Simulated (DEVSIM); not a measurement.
System: Schottky contact on p-type GaSb, at 300 K.

| layer (left to right) | material | thickness (μm) | Na (cm⁻³) | τn (s) | τp (s) |
|---|---|---|---|---|---|
| 1 | GaSb | 7.90 | 1e18 | 2.1e-8 | 2.1e-8 |
| 2 | GaSb | 2.70 | 8.1e17 | 2.1e-8 | 2.1e-8 |

Left contact: Schottky, work function 4.456 eV, emission velocity 2.4e6 cm/s. Right contact: ohmic. Voltage is applied to the left contact. Recombination: SRH at mid-gap, radiative. Mobility is constant in doping.

This is a model device: material constants are rounded textbook-type values typed into the input, and sizes, dopings and lifetimes were drawn at random. Values at 300 K.

```tsv
parameter	GaSb
gap (eV)	0.726
affinity (eV)	4.06
permittivity	15.7
Nc (cm⁻³)	2.1e17
Nv (cm⁻³)	1.8e19
μn (cm²/Vs)	5000
μp (cm²/Vs)	850
B (cm³/s)	1e-10
```

Model (solved in DEVSIM): 1D drift-diffusion, Boltzmann statistics, complete ionisation; no tunnelling, impact ionisation, image-force lowering or self-heating. Metal contacts follow the ideal Schottky-Mott rule: no Fermi-level pinning, no interface dipoles.

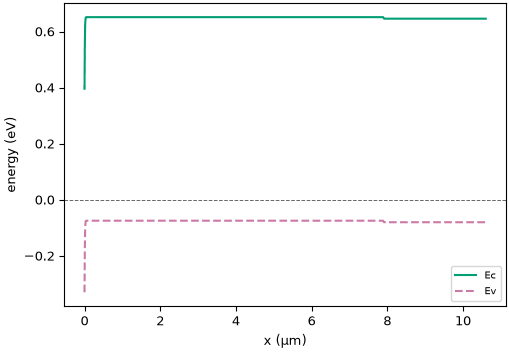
*Band edges at zero bias*

Energies count from the Fermi level of the right contact; mesh points crowd at the junctions.

```json
[
 {"x (μm)": "0.000", "Ec (eV)": "0.396", "Ev (eV)": "-0.330", "n (cm⁻³)": "4.7e10", "p (cm⁻³)": "5.1e13", "field (V/cm)": "220000"},
 {"x (μm)": "0.03021", "Ec (eV)": "0.649", "Ev (eV)": "-0.077", "n (cm⁻³)": "2600000", "p (cm⁻³)": "9.3e17", "field (V/cm)": "4200"},
 {"x (μm)": "0.09337", "Ec (eV)": "0.651", "Ev (eV)": "-0.075", "n (cm⁻³)": "2400000", "p (cm⁻³)": "1.0e18", "field (V/cm)": "≈ 0"},
 {"x (μm)": "0.2404", "Ec (eV)": "0.651", "Ev (eV)": "-0.075", "n (cm⁻³)": "2400000", "p (cm⁻³)": "1.0e18", "field (V/cm)": "≈ 0"},
 {"x (μm)": "0.7669", "Ec (eV)": "0.651", "Ev (eV)": "-0.075", "n (cm⁻³)": "2400000", "p (cm⁻³)": "1.0e18", "field (V/cm)": "≈ 0"},
 {"x (μm)": "1.686", "Ec (eV)": "0.651", "Ev (eV)": "-0.075", "n (cm⁻³)": "2400000", "p (cm⁻³)": "1.0e18", "field (V/cm)": "≈ 0"},
 {"x (μm)": "3.825", "Ec (eV)": "0.651", "Ev (eV)": "-0.075", "n (cm⁻³)": "2400000", "p (cm⁻³)": "1.0e18", "field (V/cm)": "≈ 0"},
 {"x (μm)": "6.483", "Ec (eV)": "0.651", "Ev (eV)": "-0.075", "n (cm⁻³)": "2400000", "p (cm⁻³)": "1.0e18", "field (V/cm)": "≈ 0"},
 {"x (μm)": "7.284", "Ec (eV)": "0.651", "Ev (eV)": "-0.075", "n (cm⁻³)": "2400000", "p (cm⁻³)": "1.0e18", "field (V/cm)": "≈ 0"},
 {"x (μm)": "7.640", "Ec (eV)": "0.651", "Ev (eV)": "-0.075", "n (cm⁻³)": "2400000", "p (cm⁻³)": "1.0e18", "field (V/cm)": "≈ 0"},
 {"x (μm)": "7.798", "Ec (eV)": "0.651", "Ev (eV)": "-0.075", "n (cm⁻³)": "2400000", "p (cm⁻³)": "1.0e18", "field (V/cm)": "≈ 0"},
 {"x (μm)": "7.880", "Ec (eV)": "0.651", "Ev (eV)": "-0.075", "n (cm⁻³)": "2400000", "p (cm⁻³)": "1.0e18", "field (V/cm)": "-95"},
 {"x (μm)": "7.905", "Ec (eV)": "0.647", "Ev (eV)": "-0.079", "n (cm⁻³)": "2900000", "p (cm⁻³)": "8.4e17", "field (V/cm)": "-1800"},
 {"x (μm)": "7.939", "Ec (eV)": "0.646", "Ev (eV)": "-0.080", "n (cm⁻³)": "3000000", "p (cm⁻³)": "8.1e17", "field (V/cm)": "≈ 0"},
 {"x (μm)": "8.064", "Ec (eV)": "0.646", "Ev (eV)": "-0.080", "n (cm⁻³)": "3000000", "p (cm⁻³)": "8.1e17", "field (V/cm)": "≈ 0"},
 {"x (μm)": "8.280", "Ec (eV)": "0.646", "Ev (eV)": "-0.080", "n (cm⁻³)": "3000000", "p (cm⁻³)": "8.1e17", "field (V/cm)": "≈ 0"},
 {"x (μm)": "8.777", "Ec (eV)": "0.646", "Ev (eV)": "-0.080", "n (cm⁻³)": "3000000", "p (cm⁻³)": "8.1e17", "field (V/cm)": "≈ 0"},
 {"x (μm)": "9.666", "Ec (eV)": "0.646", "Ev (eV)": "-0.080", "n (cm⁻³)": "3000000", "p (cm⁻³)": "8.1e17", "field (V/cm)": "≈ 0"},
 {"x (μm)": "10.29", "Ec (eV)": "0.646", "Ev (eV)": "-0.080", "n (cm⁻³)": "3000000", "p (cm⁻³)": "8.1e17", "field (V/cm)": "≈ 0"},
 {"x (μm)": "10.47", "Ec (eV)": "0.646", "Ev (eV)": "-0.080", "n (cm⁻³)": "3000000", "p (cm⁻³)": "8.1e17", "field (V/cm)": "≈ 0"},
 {"x (μm)": "10.56", "Ec (eV)": "0.646", "Ev (eV)": "-0.080", "n (cm⁻³)": "3000000", "p (cm⁻³)": "8.1e17", "field (V/cm)": "≈ 0"},
 {"x (μm)": "10.60", "Ec (eV)": "0.646", "Ev (eV)": "-0.080", "n (cm⁻³)": "3000000", "p (cm⁻³)": "8.1e17", "field (V/cm)": "≈ 0"}
]
```
